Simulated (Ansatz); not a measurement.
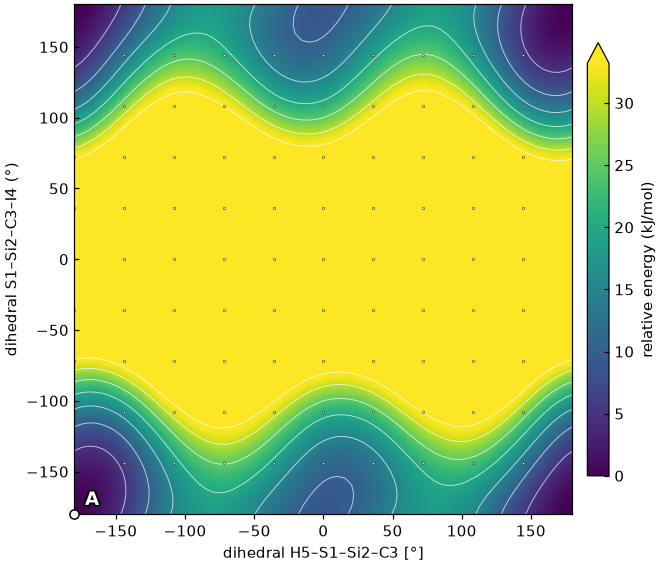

CHISSi, SMILES S[Si]#CI. 
- Coordinates scanned: (1) dihedral H5–S1–Si2–C3; (2) dihedral S1–Si2–C3–I4.
- Nothing is relaxed (all other coordinates rigid).
- The grid has 10 × 10 points; 52 points were computed and 48 follow by symmetry.
- Energies: kJ/mol, counted from the lowest grid point.
- Level of theory: RKS PBE-D4/def2-TZVP in Ansatz.

In the figure: a smooth colour map with a few white contour lines, dots at the grid points, one colour for all values above the top of the scale, the well A. Between grid points the surface is interpolated.

> Estimate the position of the minimum and the force constants in these coordinates. Take the well at A.

The interpolated minimum is at dihedral H5–S1–Si2–C3 ≈ −180°, dihedral S1–Si2–C3–I4 ≈ −180°. The curvatures there are about 0.35 eV/rad² and 0.15 eV/rad², with a cross term of about −0.13 eV/rad². Round the minimum the valley is strongly tilted: raising dihedral H5–S1–Si2–C3 shifts the best value of dihedral S1–Si2–C3–I4 upwards (coupling k₁₂/√(k₁₁k₂₂) about −0.6). (1 eV is 96.5 kJ/mol.)
